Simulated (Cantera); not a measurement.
A closed system holds: 1 mol CH3F, 4.6 mol H2, equilibrated at 315 Torr.

Method: chemical equilibrium by Gibbs-energy minimisation in Cantera with the NASA 1993 tables (ideal gas, pure condensed phases). Candidate condensed phases: C, C6H6, C7H8, C8H18; 110 gas species. Ions and electrons are included (thermal ionisation). Equilibrium is a limit: real reactors are often held back by kinetics, nucleation or transport.

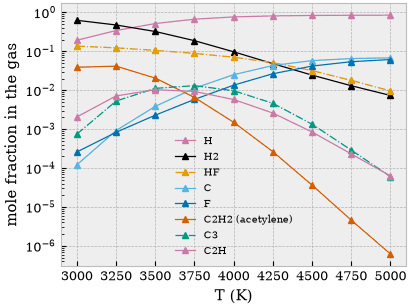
Figure. Equilibrium gas composition (values under 1e-9 drawn at 1e-9)

At 3000 K the condensed part is C(graphite). From 3250 K to 5000 K nothing is condensed. The main C-bearing gas is C2H2 (acetylene) at 3000 K and C at 5000 K.
